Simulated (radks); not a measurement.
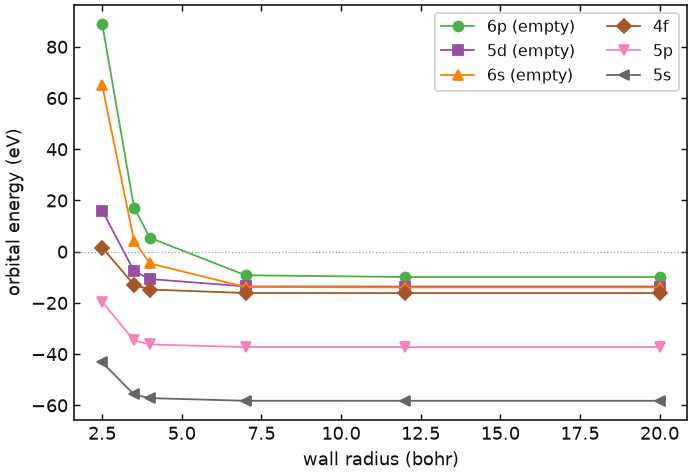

Eu²⁺ (Z = 63, 61 electrons) in the configuration [Xe] 4f7. It is put inside a hard spherical wall of varying radius. Theory: scalar-relativistic Kohn-Sham, PBE, spin-unpolarised, spherical densities, point nucleus (computed with the in-house radial solver radks). The plot shows the outer orbital energies.

### How do the levels move, and do any cross?

The levels rise as the wall closes in: 4f goes from −16.1 eV at 20 bohr to 1.61 eV at 2.5 bohr and passes zero between 3.5 and 2.5 bohr. On compression 5d drops below 6s between 7 and 4 bohr; the level of higher l rises less. The fastest to rise is 6p (by 98.9 eV), the slowest 5s (by 15.0 eV): the wall presses hardest on the most extended orbitals.
